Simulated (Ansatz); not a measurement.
# CH5GaO2 (SMILES [CH3][Ga]([OH])[OH]) at revPBE/cc-pVDZ

What is the electronic atomisation energy of CH5GaO2 at revPBE/cc-pVDZ? 

The calculation is run with Ansatz 0.2.0.

80 further runs of the same task are left out: 3 that didn't finish, 77 set aside as unsound or not needed. Runs told in other sessions of the task aren't counted.

### Step 1. The molecule

CH5GaO2 has 9 atoms, charge 0, and is taken as a singlet. SMILES: `[CH3][Ga]([OH])[OH]`. The coordinates come from a PBE0-D4/def2-TZVP relaxation. This is one conformer, not always the lowest.

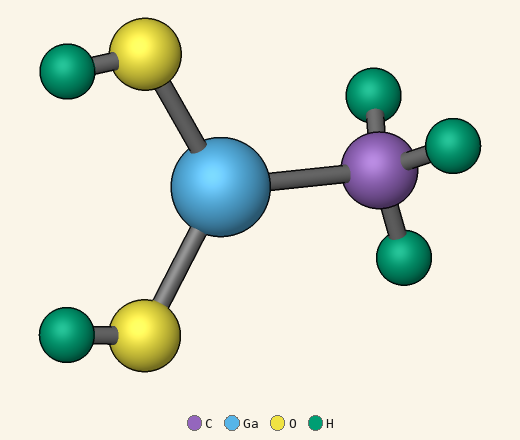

Viewed from a chosen angle; carbon purple, gallium blue, oxygen yellow, hydrogen teal.

### Step 2. The energy at revPBE/cc-pVDZ

Contents of input.yaml:

```yaml
crystal:
  periodic: [false, false, false]
  atoms:
    - {symbol: C, position_ang: [0.139500, 0.740600, -1.385600]}
    - {symbol: Ga, position_ang: [-0.022300, -0.180400, 0.314900]}
    - {symbol: O, position_ang: [0.237900, -1.947500, 0.443200]}
    - {symbol: O, position_ang: [-0.435700, 0.706800, 1.814800]}
    - {symbol: H, position_ang: [0.259800, 0.024500, -2.197900]}
    - {symbol: H, position_ang: [1.005300, 1.404900, -1.368100]}
    - {symbol: H, position_ang: [-0.746600, 1.349900, -1.568800]}
    - {symbol: H, position_ang: [0.141200, -2.314500, 1.323600]}
    - {symbol: H, position_ang: [-0.490700, 0.169600, 2.607000]}
basis:
  gaussian:
    orbitals: cc-pVDZ
hamiltonian:
  xc: {name: revPBE}
accuracy: high
output:
  orbitals: {seedname: orbitals}
```

Launch:

```console
ansatz run input.yaml --threads 1 --pin off --max-ram 3480MiB --events-out events.jsonl --progress --plain --runs-dir runs
```

The log of the run:

```text
Warning: RAYON_NUM_THREADS=1 ignored (pool sized by the plan → 1); use --threads N
Functional definition: revPBE
  name "revPBE"
  parameter kappa = 1.245
  parameter beta = 0.06672455060314922
  exchange = pbe_x(kappa = kappa, mu = beta*pi^2/3)
  correlation = pbe_c(beta = beta)
2140 factors; integrals over basis functions are off by at most 4.7e-9 eV
mean field evaluation 1: about -57568.4707 eV, gradient 9.4e1 eV
mean field evaluation 2: about -57514.3203 eV, gradient 1.8e2 eV
mean field evaluation 4: about -57585.5129 eV, gradient 1.4e1 eV
mean field evaluation 8: about -57585.9709 eV, gradient 7.0e-1 eV
mean field evaluation 16: about -57585.9718 eV, gradient 4.0e-5 eV
mean field -57585.97182043 eV, -2116.2454312272 hartree, gradient 5.2e-8 eV, S^2 0.000000; 0 other end points of the search recorded, 0 dependent functions left out
reference -57585.97182547 eV, -2116.2454314123 hartree; 29, 29 occupied and 65, 65 virtual orbitals, 2140 factors
Total energy: -57585.97182547 eV, -2116.2454314123 hartree
```

Wall time 9 s (1 thread of Arm Neoverse V2, shared host); peak memory 0.25 GiB.

### Step 3. The C atom

Contents of in.yaml:

```yaml
crystal:
  periodic: [false, false, false]
  atoms:
    - symbol: C
      position_ang: [0.000000, 0.000000, 0.000000]
basis:
  gaussian:
    orbitals: cc-pVDZ
magnetization:
  spin_polarized: true
  initial_magnetization: 2
hamiltonian:
  xc: {name: revPBE}
accuracy: high
```

Launch:

```console
ansatz run in.yaml --threads 1 --pin off --max-ram 3480MiB --events-out events.jsonl --progress --plain --runs-dir runs
```

The log of the run, shortened:

```text
Warning: RAYON_NUM_THREADS=1 ignored (pool sized by the plan → 1); use --threads N
[... 6 set-up lines as earlier in the session ...]
96 factors; integrals over basis functions are off by at most 1.3e-9 eV
mean field evaluation 1: about -1029.4898 eV, gradient 4.6e0 eV
mean field evaluation 2: about -1029.5988 eV, gradient 2.3e0 eV
mean field evaluation 4: about -1029.6381 eV, gradient 2.3e-1 eV
mean field evaluation 8: about -1029.6381 eV, gradient 2.5e-5 eV
mean field evaluation 16: about -1029.5217 eV, gradient 4.1e0 eV
mean field evaluation 32: about -1029.6385 eV, gradient 6.3e-2 eV
mean field -1029.63814786 eV, -37.8385040201 hartree, gradient 2.7e-9 eV, S^2 2.002127; 2 other end points of the search recorded, 0 dependent functions left out
reference -1029.63815001 eV, -37.8385040991 hartree; 4, 2 occupied and 10, 12 virtual orbitals, 96 factors
Total energy: -1029.63815001 eV, -37.8385040991 hartree
```

Wall time 0.48 s (1 thread of Arm Neoverse V2, shared host).

### Step 4. The Ga atom

Contents of job.yaml:

```yaml
crystal:
  periodic: [false, false, false]
  atoms:
    - {symbol: Ga, position_ang: [0.000000, 0.000000, 0.000000]}
basis:
  gaussian: {orbitals: cc-pVDZ}
magnetization: {spin_polarized: true, initial_magnetization: 1}
hamiltonian: {xc: {name: revPBE}}
accuracy: high
```

Run the same way, it converges to -1924.63988 Eh (log not shown).

### Step 5. The H atom

Contents of job.yaml:

```yaml
crystal:
  periodic: [false, false, false]
  atoms:
    - {symbol: H, position_ang: [0.000000, 0.000000, 0.000000]}
basis:
  gaussian:
    orbitals: cc-pVDZ
accuracy: high
magnetization:
  spin_polarized: true
  initial_magnetization: 1
hamiltonian:
  xc: {name: revPBE}
```

Run the same way, it converges to -0.50319 Eh (log not shown).

### Step 6. The O atom at the same level

Contents of molecule.yaml:

```yaml
crystal:
  periodic: [false, false, false]
  atoms:
    - symbol: O
      position_ang: [0.000000, 0.000000, 0.000000]
basis:
  gaussian:
    orbitals: cc-pVDZ
magnetization:
  spin_polarized: true
  initial_magnetization: 2
hamiltonian:
  xc: {name: revPBE}
accuracy: high
```

Run the same way, it converges to -75.04337 Eh (log not shown).

### Step 7. Outcome

At revPBE/cc-pVDZ:

| quantity | value |
| --- | --- |
| molecule: total energy | -2116.24543 Eh |
| molecule: HOMO energy | -6.37 eV |
| molecule: LUMO energy | -0.67 eV |
| molecule: HOMO–LUMO gap | 5.70 eV |
| C atom: total energy | -37.83850 Eh |
| C atom: ⟨S²⟩ | 2.002 |
| Ga atom: total energy | -1924.63988 Eh |
| Ga atom: ⟨S²⟩ | 0.753 |
| H atom: total energy | -0.50319 Eh |
| H atom: ⟨S²⟩ | 0.750 |
| O atom: total energy | -75.04337 Eh |
| O atom: ⟨S²⟩ | 2.002 |
| electronic atomisation energy | 31.684 eV |

Taking the molecule apart into free atoms costs 31.68 eV (3057 kJ/mol), before zero-point energy and without spin-orbit coupling.
